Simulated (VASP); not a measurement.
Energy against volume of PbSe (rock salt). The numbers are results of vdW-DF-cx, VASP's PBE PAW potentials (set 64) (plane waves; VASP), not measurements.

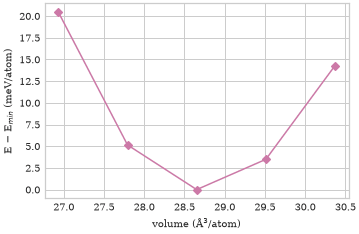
Figure. Energy against volume

**Question.** Estimate the equilibrium volume and the bulk modulus.

**Answer.** The minimum lies near 28.7 Å³/atom, and the curvature gives B0 of about 53 GPa.

Measured: a 6.105 Å at 120 K (computed value off by +0.3 %), as given by Noda, Masumoto, Ohba, Saito, Toriumi, Iwata, Shibuya, Acta Cryst. C 43, 1443 (1987), by a structure database's card. The calculation is for a static lattice, while the measured a holds thermal and zero-point effects, which are part of the difference.

The compound is PbSe in the rock salt structure. It was relaxed first.
